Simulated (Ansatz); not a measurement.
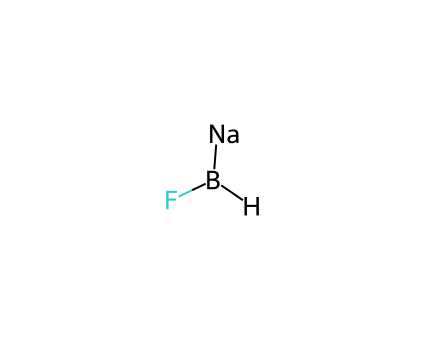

Skeletal drawing of a molecule.

> Transcribe the drawing into SMILES.

F[BH][Na]

> Give the formula, hydrogens included.

BFHNa.

> An optimisation with PBE0-D4/def2-TZVP gave a structure of which point group?

Cs.

The parts below concern this one geometry. Atoms keep their numbers from picture to picture. The geometry was computed by an optimisation with PBE0-D4/def2-TZVP. No frequency run is at hand to confirm it as a minimum.

### Dipole moment

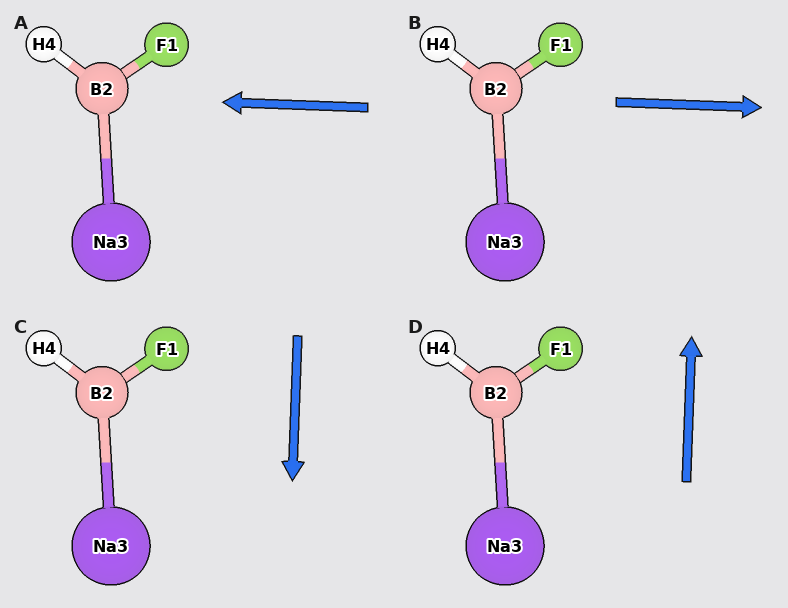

The same molecule four times, each with an arrow. No frequency run is at hand to confirm it as a minimum. Properties computed with RKS PBE0-D4/def2-TZVP (Ansatz 0.2.0).

> Which arrow points along the dipole moment, from the negative to the positive end?

C. The dipole moment is 5.68 D; it points from the side of F1, H4 to the side of Na3 (the outermost atoms at the two ends).

### Electronic properties

No frequency run is at hand to confirm it as a minimum. Method: RKS PBE0-D4/def2-TZVPP (Ansatz 0.2.0).

What does the calculation give?

- HOMO energy (Kohn–Sham orbital): −4.51 eV
- LUMO energy (Kohn–Sham orbital): −1.29 eV
- HOMO–LUMO gap: 3.22 eV

### Charges

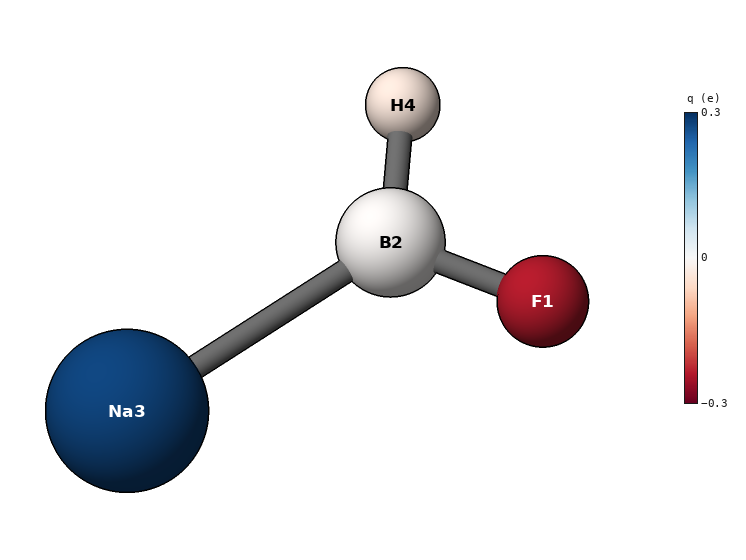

Atoms are coloured by their Mulliken charges. No frequency run is at hand to confirm it as a minimum. Method: RKS PBE0-D4/def2-TZVP (Ansatz 0.2.0).

> Which atom carries the highest charge (most positive or least negative)?

Na3 (0.28 e).

> And the lowest?

F1 (−0.24 e).

Give the Mulliken charges atom by atom.

```tsv
atom	value (e)
F1	−0.24
B2	0.00
Na3	0.28
H4	−0.03
```

Mulliken values depend strongly on the basis set and can even reverse the polarity of a bond.
